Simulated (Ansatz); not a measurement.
ZnPd₄F₃

The calculation's input:

```
crystal:
  lattice:
    - [4.465903961, 0.0, 0.0]
    - [0.0, 4.465903961, 0.0]
    - [0.0, 0.0, 5.7225530132]
  atoms:
    - { symbol: Zn, position: [0.0, 0.0, 0.5] }
    - { symbol: Pd, position: [0.0, 0.5, 0.7443985885] }
    - { symbol: Pd, position: [0.5, 0.0, 0.7443985885] }
    - { symbol: Pd, position: [0.0, 0.5, 0.2556014115] }
    - { symbol: Pd, position: [0.5, 0.0, 0.2556014115] }
    - { symbol: F, position: [0.0, 0.0, 0.0] }
    - { symbol: F, position: [0.5, 0.5, 0.7608119201] }
    - { symbol: F, position: [0.5, 0.5, 0.2391880799] }
basis:
  ecutwfc: 420
kpoints:
  mp_grid: { grid: [8, 8, 6] }
hamiltonian:
  xc: pbe
scf:
  occupations: { method: gaussian, width: 0.1 }
output:
  forces: true
  stress: true
  eigenvalues: true
  write_density: true
  write_potential: true
  elf: true
  volumetric_format: npy
relax:
  adjacent_minimum: "off"
  f_tol: 0.01
  max_steps: 80
  cell: { stress_tol: 0.05 }
```

Command:

```sh
ansatz run input.yaml --threads 1 --pin off --max-ram 2560MiB --backend cpu --events-out ev --progress --plain --runs-dir out
```

Below, planes, directions and counts refer to the conventional cell (a = 4.47 Å, b = 4.47 Å, c = 5.70 Å, α = 90.00°, β = 90.00°, γ = 90.00°).

The fields are those of the relaxed geometry.

Space group P4/mmm; a structure from a database of computed crystals, not necessarily the ambient phase; a generated structure, not necessarily the stable one; computed without spin polarisation.

Theory: DFT PBE, scalar-relativistic, plane waves, PAW in Ansatz 0.2.0.

What can the converged valence pseudo-density and electron localisation function tell about the bonding?

Answer. Pd–F (2.24 Å): ρ at the midpoint is about 0.39 e/Å³; the ELF is about 0.10 at the midpoint; no shared electron pair shows on this line.

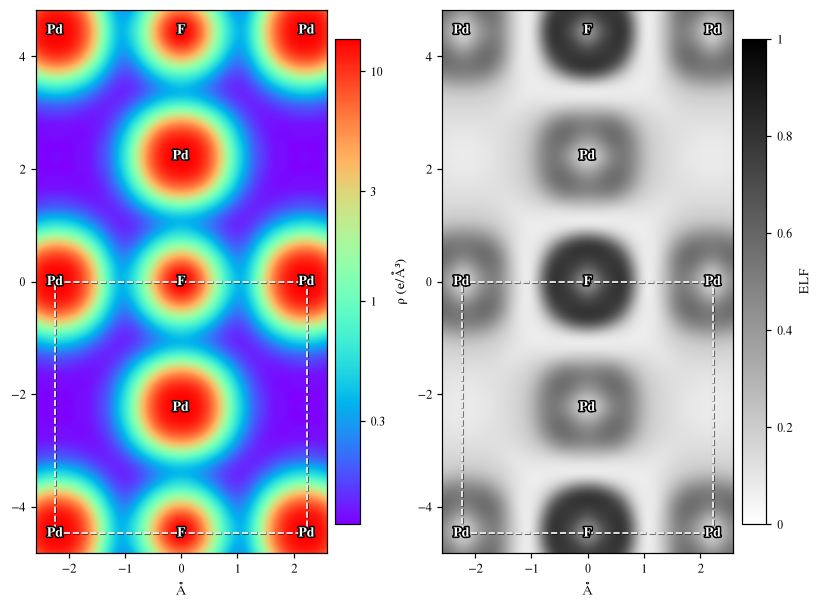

Computed valence pseudo-density and electron localisation function on the (001) plane of the conventional cell, in this order. 
